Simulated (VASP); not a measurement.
Band structure of SnO$_{2}$ (rutile). These are LDA (Ceperley-Alder, Perdew-Zunger) with spin-orbit coupling, VASP's LDA PAW potentials (set 64) (plane waves; VASP) values and carry that method's errors.

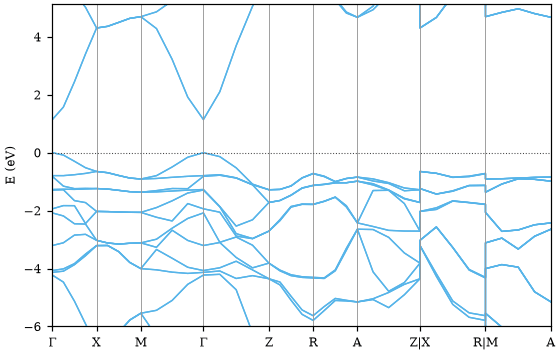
Figure: Bands along high-symmetry lines, zero at the valence-band maximum or, without a gap, the Fermi level

Q: Read the plot: is there a gap, and where are the band edges?

A: The gap is direct, 1.14 eV, from the valence maximum at Γ to the conduction minimum at Γ.

The compound is SnO2 in the rutile structure. It was relaxed first.
